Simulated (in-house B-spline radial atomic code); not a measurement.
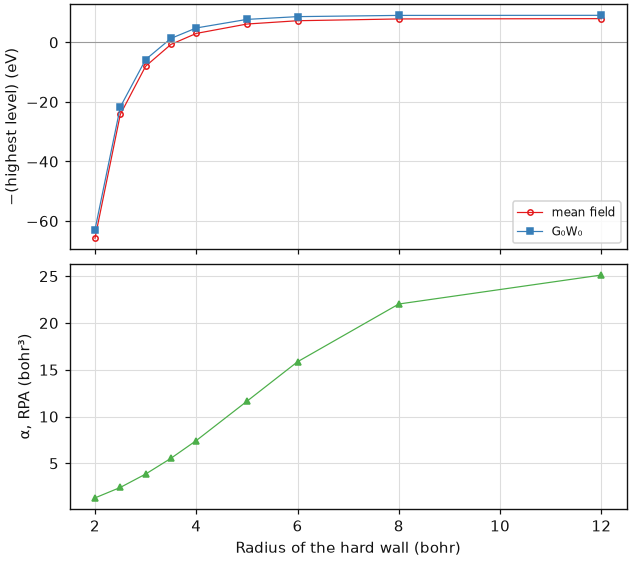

Zn ([Ar] 3d¹⁰ 4s²) confined in a hard spherical wall, Hartree-Fock start. All-electron spherical atom, non-relativistic, no spin-orbit coupling, Breit or QED terms; computed with a B-spline radial code.

Question: What does confinement do?

Answer: As the wall closes from 12 to 2 bohr, the mean-field binding energy of 4s goes from 7.96 to −65.76 eV, so the level rises above zero, and the G₀W₀ value from 9.07 (at 12 bohr) to −62.88 eV (at 2 bohr). The RPA-screened polarisability falls from 25.1 to 1.31 bohr³, and the RPA correlation energy goes from −2.027 to −2.104 hartree.
